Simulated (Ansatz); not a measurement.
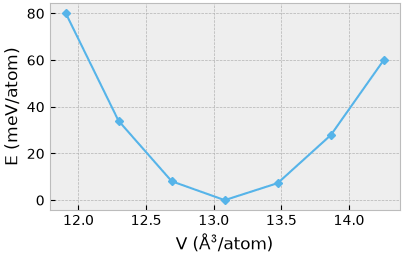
HfC in space group P-6m2 (No. 187; Hf on 1a, C on 1d) under volume change, the program Ansatz at the r²SCAN level (PAW), shape and atoms relaxed at each volume.

What does a third-order Birch–Murnaghan fit give for V₀, B₀ and B′?

V₀ = 13.08 Å³/atom, B₀ = 209 GPa, B′ = 3.8.

The start of the workflow was typed in or built on a structure type; neither database checked (COD, Materials Project) lists it. It is not the phase usual at ambient conditions (space group No. 225). Symmetry was held in the r²SCAN relaxation; its stability against distortions is not shown here. No spin polarisation was allowed. Scalar-relativistic: spin–orbit coupling is off unless named, which matters more the heavier the elements.

Potentials: the earlier of the program's two PAW sets.
